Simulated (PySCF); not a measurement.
# MP2/def2-SVP run of BP2H6Cl (SMILES P[B@@H-]([P@@H3+])Cl)

Aim: the vertical ionisation energy of BP2H6Cl at MP2/def2-SVP, from 2 runs. 

Program for the calculation: PySCF 2.14.0.

9 further runs of the same task are left out: 6 that didn't finish, 3 set aside as unsound or not needed.

## 1. The structure to begin with

BP2H6Cl: 10 atoms, total charge 0, spin state singlet. As SMILES, `P[B@@H-]([P@@H3+])Cl`. The coordinates come from a GFN2-xTB relaxation. This is one conformer, not always the lowest.

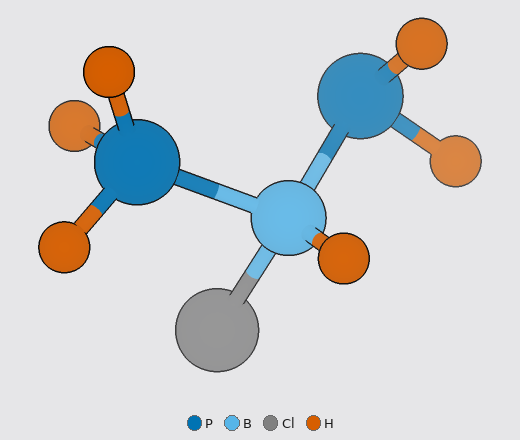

Viewed from a chosen angle; phosphorus blue, boron blue, chlorine grey, hydrogen orange.

## 2. The energy at MP2/def2-SVP

The input, job.py:

```python
from pyscf import gto, mp

system = gto.Mole()
system.atom = [
    ('P', (-1.720440, 0.673490, -0.421770)),
    ('B', (0.223080, 0.365770, -0.575330)),
    ('P', (0.744800, -0.771950, 0.896720)),
    ('Cl', (0.575450, -1.030250, -1.757390)),
    ('H', (-1.860620, 1.321260, -1.635660)),
    ('H', (-1.614470, 1.869940, 0.272230)),
    ('H', (0.929460, 1.296440, -0.738310)),
    ('H', (-0.051560, -1.890500, 0.949120)),
    ('H', (1.982440, -1.356250, 0.749050)),
    ('H', (0.791870, -0.477950, 2.261340)),
]
system.charge = 0
system.verbose = 3
system.max_memory = 40
system.basis = 'def2-svp'
system.build()

myscf = system.RHF()
myscf.direct_scf_tol = 1e-08
myscf.conv_tol = 1e-08
myscf.max_cycle = 60
myscf.kernel()

pt = mp.MP2(myscf, frozen=16).run()
e_tot = pt.e_tot
print('Final energy', e_tot)
```

Started as:

```bash
$ OMP_NUM_THREADS=1 python job.py
```

Log:

```text
converged SCF energy = -1168.78013256444

E(RMP2) = -1169.27091171958  E_corr = -0.490779155140171
E(SCS-RMP2) = -1169.27477055086  E_corr = -0.494637986422184
Final energy -1169.2709117195755
```

Wall time 11 s (1 thread of Arm Neoverse V1, shared host); peak memory 0.21 GiB.

## 3. The doublet cation at the same level

The input, job.py:

```python
from pyscf import gto, mp

molecule = gto.Mole()
molecule.atom = [
    ('P', (-1.720440, 0.673490, -0.421770)),
    ('B', (0.223080, 0.365770, -0.575330)),
    ('P', (0.744800, -0.771950, 0.896720)),
    ('Cl', (0.575450, -1.030250, -1.757390)),
    ('H', (-1.860620, 1.321260, -1.635660)),
    ('H', (-1.614470, 1.869940, 0.272230)),
    ('H', (0.929460, 1.296440, -0.738310)),
    ('H', (-0.051560, -1.890500, 0.949120)),
    ('H', (1.982440, -1.356250, 0.749050)),
    ('H', (0.791870, -0.477950, 2.261340)),
]
molecule.spin = 1
molecule.basis = 'def2-svp'
molecule.max_memory = 40
molecule.charge = 1
molecule.verbose = 3
molecule.build()

hf = molecule.UHF()
hf.conv_tol = 1e-08
hf.direct_scf_tol = 1e-08
hf.max_cycle = 60
hf.kernel()

pt = mp.MP2(hf, frozen=16).run()
energy = pt.e_tot
print(f'total energy: {energy:.8f} hartree')
```

Started as:

```bash
$ OMP_NUM_THREADS=1 python job.py
```

Log:

```text
converged SCF energy = -1168.4866227659  <S^2> = 0.76106723  2S+1 = 2.0110368
E(UMP2) = -1168.95224874467  E_corr = -0.465625978770035
E(SCS-UMP2) = -1168.95640534045  E_corr = -0.469782574542649
total energy: -1168.95224874 hartree
```

Wall time 16 s (1 thread of Arm Neoverse V1, shared host); peak memory 0.22 GiB.

## 4. What came out

Level: MP2/def2-SVP, 16 core orbitals frozen.

| quantity | value |
| --- | --- |
| singlet BP2H6Cl: total energy | -1169.27091 Eh |
| singlet BP2H6Cl: dipole moment (Hartree–Fock density) | 4.71 D |
| singlet BP2H6Cl: HOMO energy (Hartree–Fock orbitals) | -9.26 eV |
| singlet BP2H6Cl: LUMO energy (Hartree–Fock orbitals) | 3.71 eV |
| singlet BP2H6Cl: HOMO–LUMO gap (Hartree–Fock orbitals) | 12.98 eV |
| singlet BP2H6Cl: correlation energy (16 core orbitals frozen) | -490.8 mEh |
| doublet cation: total energy | -1168.95225 Eh |
| doublet cation: HOMO energy (Hartree–Fock orbitals) (highest over α and β) | -15.70 eV |
| doublet cation: LUMO energy (Hartree–Fock orbitals) (lowest over α and β) | -6.76 eV |
| doublet cation: correlation energy (16 core orbitals frozen) | -465.6 mEh |
| doublet cation: ⟨S²⟩ of the reference determinant | 0.761 |
| vertical ionisation energy (to the doublet cation) | 8.671 eV |

**Reading.** The vertical ionisation energy comes to 8.67 eV (837 kJ/mol). Mulliken charges (singlet BP2H6Cl) of the mean-field density run from -0.35 on Cl4 to +0.34 on P3. Mulliken charges (doublet cation) of the mean-field density run from -0.24 on Cl4 to +0.38 on P1; they depend strongly on the basis.
